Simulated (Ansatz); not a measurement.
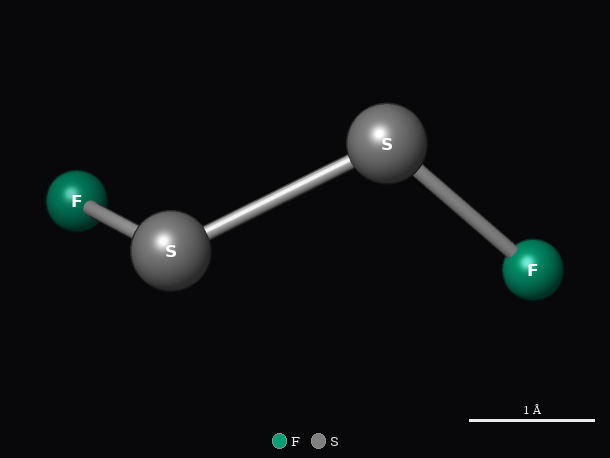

Depth is shown by fading: the farther an atom, the more it takes the colour of the background. The geometry was computed by an optimisation with PBE-D4/def2-SVP. No frequency run is at hand to confirm it as a minimum. Masses are those of the most abundant isotopes; constants are for the rigid equilibrium geometry.

> Classify the rotor and give the rotational constants (MHz).

An asymmetric top (C2): A = 11004, B = 2574, C = 2398 MHz. Ray's parameter κ is −0.96, close to the prolate limit.
